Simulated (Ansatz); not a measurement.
# Cu under a change: Au on a Cu site, symmetric start

Consider a 12-atom supercell of Cu in the fcc (Cu type) structure (space group Fm-3m, No. 225; a = 3.579 Å) at its relaxed geometry.

It is then changed as follows: one Cu atom is replaced by Au, atoms relaxed at fixed cell.

All numbers come from plane-wave PAW DFT at the r2SCAN level (Ansatz, an electronic-structure program, 500 eV), no spin-orbit coupling, earlier PAW set. Settings: 8×6×8 k-points, 0.05 eV Fermi–Dirac smearing.

The pressure goes from zero to 9.0 GPa and the largest displacement of a host atom from its site in the perfect cell amounts to 0.06 Å. The mean distance from the defect site to its nearest host atoms rises by 0.04 Å, from 2.53 Å to 2.57 Å.

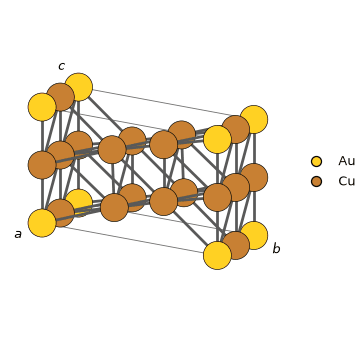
Fig. 1. The relaxed cell after the change

In so small a cell the defect repeats every few ångströms: this is an ordered compound, not a dilute defect. The defect started on the symmetric site and kept its symmetry, so it may sit on a saddle. All final runs are without spin polarisation. The defect cell is not spin-polarised.
